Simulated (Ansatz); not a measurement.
# USVWN5/STO-3G run of AlHOF (SMILES [O][AlH][F])

Aim: the vertical doublet–quartet gap of AlHOF at USVWN5/STO-3G, from 2 runs. 

Program for the calculation: Ansatz 0.2.0.

70 further runs of the same task are left out: 5 that didn't finish, 65 set aside as unsound or not needed.

### 1 The molecule

AlHOF has 4 atoms, charge 0, and is taken as a doublet. As SMILES, `[O][AlH][F]`. Geometry: relaxed at PBE0-D4/def2-TZVP.

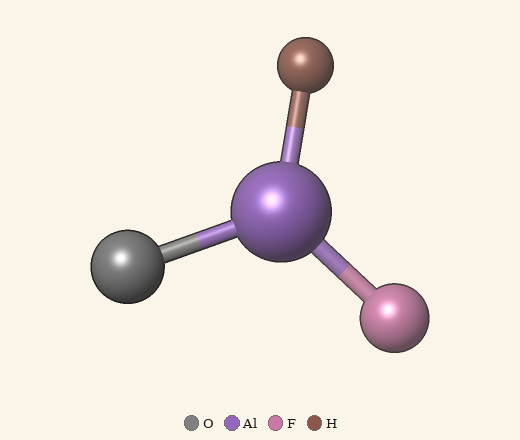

The structure, seen from a chosen angle (oxygen grey, aluminium purple, fluorine pink, hydrogen brown).

### 2 A single-point energy at USVWN5/STO-3G

Contents of run.yaml:

```yaml
crystal:
  periodic: [false, false, false]
  atoms:
    - {symbol: O, position_ang: [-0.128300, -1.061600, 1.299400]}
    - {symbol: Al, position_ang: [0.038200, 0.026100, -0.037000]}
    - {symbol: F, position_ang: [-1.126500, -0.010300, -1.192200]}
    - {symbol: H, position_ang: [1.272100, 0.985600, -0.090400]}
basis:
  gaussian:
    orbitals: STO-3G
magnetization:
  spin_polarized: true
  initial_magnetization: 1
hamiltonian:
  xc: {name: SVWN5}
accuracy: high
```

On the command line:

```console
$ ansatz run run.yaml --threads 1 --pin off --max-ram 2610MiB --events-out events.jsonl --progress --plain --runs-dir runs
```

What it wrote:

```text
Warning: RAYON_NUM_THREADS=1 ignored (pool sized by the plan → 1); use --threads N
Functional definition: SVWN5
  name "SVWN5"
  exchange = slater_x
  correlation = vwn5_c
356 factors; integrals over basis functions are off by at most 3.0e-8 eV
mean field evaluation 1: about -11163.8495 eV, gradient 1.9e1 eV
mean field evaluation 2: about -11147.7218 eV, gradient 5.5e1 eV
mean field evaluation 4: about -11166.2371 eV, gradient 8.2e0 eV
mean field evaluation 8: about -11166.7165 eV, gradient 7.7e-2 eV
mean field evaluation 16: about -11166.7166 eV, gradient 1.2e-6 eV
mean field evaluation 32: about -11166.2150 eV, gradient 3.5e-2 eV
mean field -11166.71658599 eV, -410.3692654628 hartree, gradient 8.8e-8 eV, S^2 0.754626; 4 other end points of the search recorded, 0 dependent functions left out
reference -11166.71658734 eV, -410.3692655126 hartree; 16, 15 occupied and 4, 5 virtual orbitals, 356 factors
Total energy: -11166.71658734 eV, -410.3692655126 hartree
```

It took 1.4 s on 1 thread of Arm Neoverse V1, shared host; peak memory 0.11 GiB.

### 3 The quartet at the same level

Contents of molecule.yaml:

```yaml
crystal:
  periodic: [false, false, false]
  atoms:
    - symbol: O
      position_ang: [-0.128300, -1.061600, 1.299400]
    - symbol: Al
      position_ang: [0.038200, 0.026100, -0.037000]
    - symbol: F
      position_ang: [-1.126500, -0.010300, -1.192200]
    - symbol: H
      position_ang: [1.272100, 0.985600, -0.090400]
basis:
  gaussian:
    orbitals: STO-3G
magnetization:
  spin_polarized: true
  initial_magnetization: 3
accuracy: high
total_charge: 0
hamiltonian:
  xc: {name: SVWN5}
```

On the command line:

```console
$ ansatz run molecule.yaml --threads 1 --pin off --max-ram 2610MiB --events-out events.jsonl --progress --plain --runs-dir runs
```

What it wrote:

```text
Warning: RAYON_NUM_THREADS=1 ignored (pool sized by the plan → 1); use --threads N
Functional definition: SVWN5
  name "SVWN5"
  exchange = slater_x
  correlation = vwn5_c
356 factors; integrals over basis functions are off by at most 3.0e-8 eV
mean field evaluation 1: about -11157.7459 eV, gradient 1.2e1 eV
mean field evaluation 2: about -11124.6966 eV, gradient 5.4e1 eV
mean field evaluation 4: about -11159.3721 eV, gradient 7.1e0 eV
mean field evaluation 8: about -11159.3467 eV, gradient 7.1e0 eV
mean field evaluation 16: about -11159.7993 eV, gradient 3.6e-5 eV
mean field evaluation 32: about -11149.6022 eV, gradient 2.4e1 eV
mean field evaluation 64: about -11157.9956 eV, gradient 2.8e0 eV
mean field evaluation 96: about -11158.2425 eV, gradient 4.3e0 eV
mean field -11159.79927741 eV, -410.1150590610 hartree, gradient 5.0e-8 eV, S^2 3.751186; 8 other end points of the search recorded, 0 dependent functions left out
reference -11159.79927880 eV, -410.1150591122 hartree; 17, 14 occupied and 3, 6 virtual orbitals, 356 factors
Total energy: -11159.79927880 eV, -410.1150591122 hartree
```

It took 2.8 s on 1 thread of Arm Neoverse V1, shared host; peak memory 0.11 GiB.

### 4 What came out

Level: USVWN5/STO-3G.

```
                                        quantity          value
                           doublet: total energy  -410.36927 Eh
                                   doublet: ⟨S²⟩          0.755
                           quartet: total energy  -410.11506 Eh
                                   quartet: ⟨S²⟩          3.751
vertical energy of the quartet above the doublet       6.917 eV
```

In words: At this shape the quartet lies 6.92 eV (160 kcal/mol) above the doublet. In a minimal basis such a difference can be off by several eV, whatever the method.
